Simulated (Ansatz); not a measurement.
The starting structures come from a database of crystals and need not be the phases stable at ambient conditions.

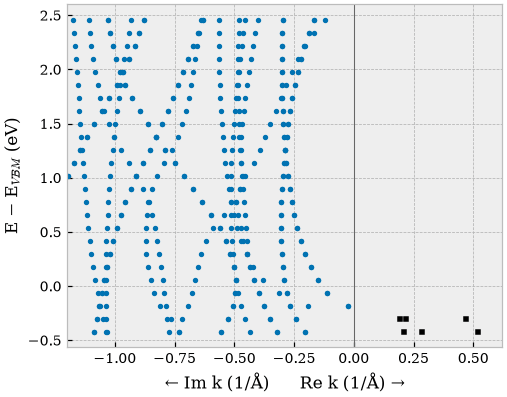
Fig. 1. Complex bands at the centre of the two-dimensional zone; r2SCAN (Ansatz, a first-principles code)

The gap is the functional's own, uncorrected, and κ follows it; spin-orbit coupling is left out. Mid-gap values are interpolated between the computed energies.

### Question
This is PbIF (P4/nmm, not sure to be the ambient phase, 6 atoms a cell, 26.5 Å³ an atom) along the normal of (111). Read off the slowest decay at the centre of the two-dimensional zone at 1.14 eV, the computed energy nearest the middle of the gap.

### Answer
κ ≈ 0.28 1/Å, a decay length 1/(2κ) of the density of 1.8 Å.
